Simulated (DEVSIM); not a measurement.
Device: abrupt Si n-p junction, at 300 K.

```tsv
layer (left to right)	material	thickness (μm)	Nd (cm⁻³)	Na (cm⁻³)	τn (s)	τp (s)
1	Si	3.50	5.9e15	-	1.6e-6	1.6e-6
2	Si	12.0	-	9.8e17	1.6e-6	1.6e-6
```

Left contact: ohmic. Right contact: ohmic. Voltage is applied to the left contact. Recombination: SRH at mid-gap, radiative, Auger. Mobility is μmin + (μ − μmin)/(1 + (N/Nref)^α).

The device is made up for the run: typed textbook-type constants, with dimensions and the other settings drawn at random. Values at 300 K.

| parameter | Si |
|---|---|
| gap (eV) | 1.124 |
| affinity (eV) | 4.05 |
| permittivity | 11.7 |
| Nc (cm⁻³) | 2.86e19 |
| Nv (cm⁻³) | 3.1e19 |
| μn (cm²/Vs) | 1417 |
| μp (cm²/Vs) | 470 |
| μn,min | 52 |
| μp,min | 45 |
| Nref,n | 9.7e16 |
| Nref,p | 2.2e17 |
| αn | 0.68 |
| αp | 0.72 |
| B (cm³/s) | 4.7e-15 |
| Cn (cm⁶/s) | 2.8e-31 |
| Cp (cm⁶/s) | 9.9e-32 |

Model (solved in DEVSIM): 1D drift-diffusion, Boltzmann statistics, complete ionisation; no tunnelling, impact ionisation, image-force lowering or self-heating.

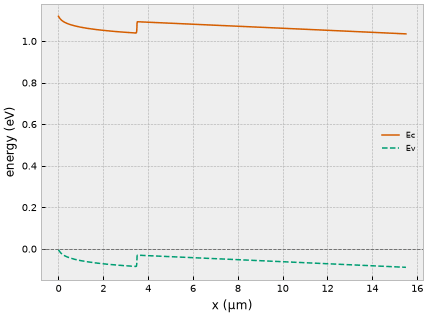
Figure: Band edges at -0.9 V on the left contact

Energies count from the Fermi level of the right contact; mesh points crowd at the junctions.

```
x (μm)   Ec (eV)  Ev (eV)  n (cm⁻³)  p (cm⁻³)  field (V/cm)
-------  -------  -------  --------  --------  ------------
0.000      1.119   -0.005    5.9e15     20000         -1800
0.03235    1.114   -0.010    7.3e15    1.9e15         -1700
0.1077     1.103   -0.021    1.1e16    5.3e15         -1100
0.2831     1.090   -0.034    1.8e16    1.2e16          -560
0.9635     1.067   -0.056    4.2e16    3.6e16          -210
2.131      1.050   -0.074    8.1e16    7.5e16          -110
2.926      1.043   -0.081    1.1e17    1.0e17           -81
3.330      1.040   -0.084    1.2e17    1.1e17           -72
3.441      1.039   -0.085    1.2e17    1.2e17           -35
3.489      1.047   -0.077    9.0e16    1.7e17         10000
3.514      1.092   -0.032    1.6e16    9.7e17          1900
3.598      1.093   -0.031    1.5e16    1.0e18           -48
3.764      1.092   -0.032    1.5e16    1.0e18           -48
4.152      1.090   -0.034    1.5e16    9.9e17           -48
5.586      1.083   -0.041    1.4e16    9.9e17           -48
8.431      1.069   -0.055    1.2e16    9.9e17           -49
12.38      1.050   -0.074    7.4e15    9.9e17           -49
14.19      1.041   -0.083    3.6e15    9.8e17           -49
15.11      1.037   -0.087    1.2e15    9.8e17           -50
15.35      1.036   -0.089    4.7e14    9.8e17           -50
15.45      1.035   -0.089    1.6e14    9.8e17           -50
15.50      1.035   -0.089       120    9.8e17           -50
```
